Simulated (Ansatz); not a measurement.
ClF₂GeH···HBr

```xyz
7

Ge    0.2051   -0.0226    0.0069
Cl    0.4225    0.0828    2.1963
F     1.8219   -0.0686   -0.6299
F    -0.4366    1.4998   -0.5218
H    -0.6161   -1.2251   -0.4777
Br   -3.2069   -0.1876    1.1518
H    -2.1447    0.0402    2.1963
```

Not at a stationary point (largest force 1.3 eV/Å).

Method: Ansatz 0.2.0, RKS PBE-D4/def2-SVP.

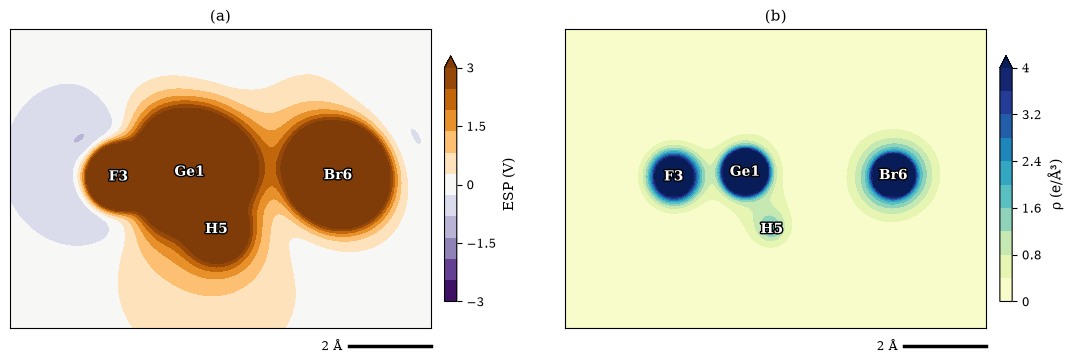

Figure 1. (a) molecular electrostatic potential; (b) total electron density on the plane of atoms F3, Ge1 and H5.

Describe what can be read from this map.

Answer. Atoms in the plane: Ge, F, H and Br.
Ge–F (1.74 Å): ρ is about 0.91 e/Å³ halfway.
Ge–H (1.53 Å): ρ at the midpoint is about 1.1 e/Å³.
Outside the dense part of the complex the potential is most negative (−0.8 V) near F3.

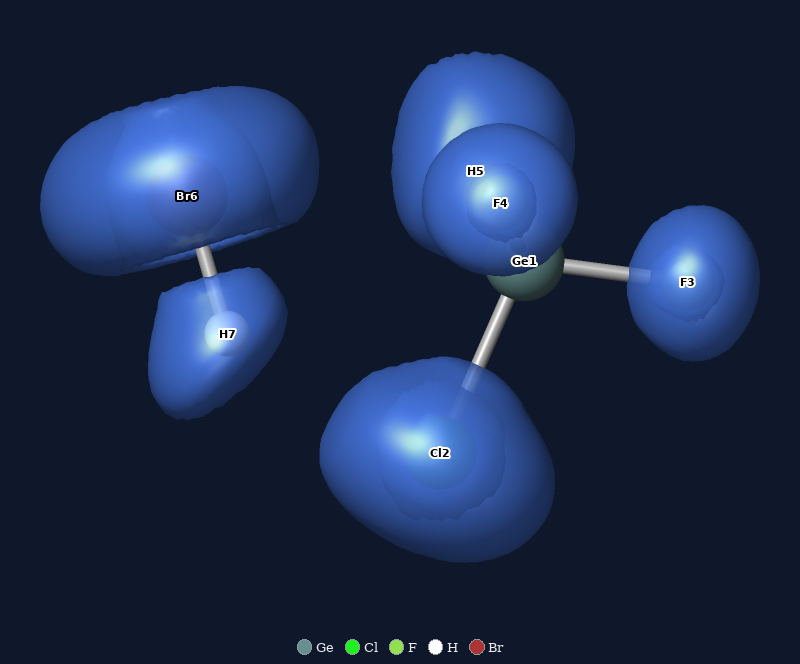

Figure 2. Isosurface of the electron localisation function at 0.75 (blue), seen across its widest extent. Only the valence region is drawn (cores and ρ < 0.01 e/Å³ removed).

Describe the localisation domains.

Answer. The ELF exceeds this value in two regions around hydrogen nuclei, one ring or bowl of non-bonding electrons around Br, one region wrapped around Cl (its valence shell) and two regions wrapped around F (the valence shell of each).


Cl2···H7 (2.57 Å): the ELF dips to about 0.10 between them. Ge–F (1.73 Å): the ELF peaks at about 0.80 in the valence shell of F, 0.5 Å from its nucleus, and is about 0.20 at the midpoint.

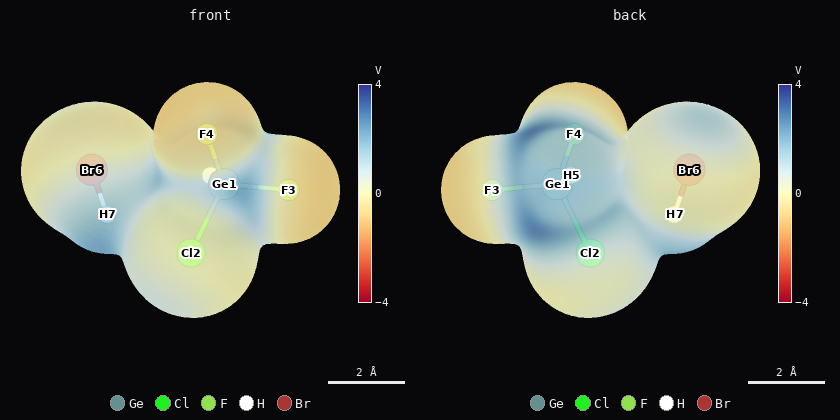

Figure 3. The molecular electrostatic potential painted on the density surface at 0.004 e/bohr³, seen from the front and from behind; the colour scale runs from red (negative) to blue (positive).

Describe the electrostatic potential map.

Answer. The most negative region (about −0.8 V) lies over F3 and F4, the most positive (about +2.9 V) over Ge1. Br6 shows a σ-hole: about +1.4 V at the tip opposite its bond, against about +0.2 V on its flanks.
